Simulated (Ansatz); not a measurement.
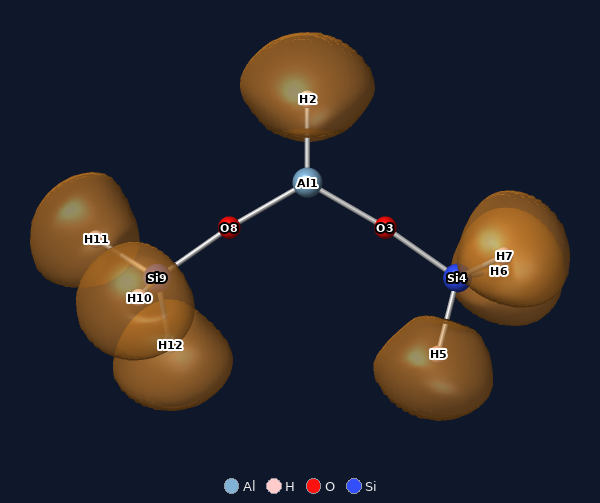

The picture shows: AlH7O2Si2. Isosurface of the ELF at 0.9 (orange), seen across its widest extent. Only the valence region is drawn (cores and ρ < 0.01 e/Å³ removed).

Computed with Ansatz, RKS B3LYP/def2-SVP.

The calculation's input:

```
crystal:
  periodic: [false, false, false]
  atoms:
    - { symbol: Al, position_ang: [0.0, 0.0, 0.0] }
    - { symbol: H, position_ang: [0.0, 0.0, 1.56] }
    - { symbol: O, position_ang: [1.5415, 0.0, -0.89] }
    - { symbol: Si, position_ang: [2.3874, -1.376, -1.352] }
    - { symbol: H, position_ang: [1.4599, -2.3514, -1.9176] }
    - { symbol: H, position_ang: [3.3882, -1.0195, -2.3535] }
    - { symbol: H, position_ang: [3.0504, -1.9546, -0.187] }
    - { symbol: O, position_ang: [-1.5415, 0.0, -0.89] }
    - { symbol: Si, position_ang: [-2.6907, -1.2238, -0.8267] }
    - { symbol: H, position_ang: [-2.2881, -2.2198, 0.162] }
    - { symbol: H, position_ang: [-3.9833, -0.6595, -0.4496] }
    - { symbol: H, position_ang: [-2.8007, -1.8572, -2.1376] }
basis:
  gaussian: { orbitals: def2-SVP }
hamiltonian:
  xc: b3lyp
relax:
  f_tol: 0.02
  max_steps: 40
output:
  orbitals: {}
```

Run with:

```sh
ansatz run input.yaml --threads 2 --pin off --max-ram 3072MiB --backend cpu --events-out ev --progress --plain --runs-dir out
```

The fields are those of the run's last geometry, not of the input's.

**Identify the bonds, lone pairs and shells in this picture.**

The ELF exceeds this value in seven regions around hydrogen nuclei. Along the contacts the grid gives the following. Si–O (1.65 Å): the ELF peaks at about 0.85 between the atoms, as expected for a polar covalent bond. Al–O (1.69 Å): the ELF peaks at about 0.85 in the valence shell of O, 0.6 Å from its nucleus, and is about 0.30 at the midpoint.
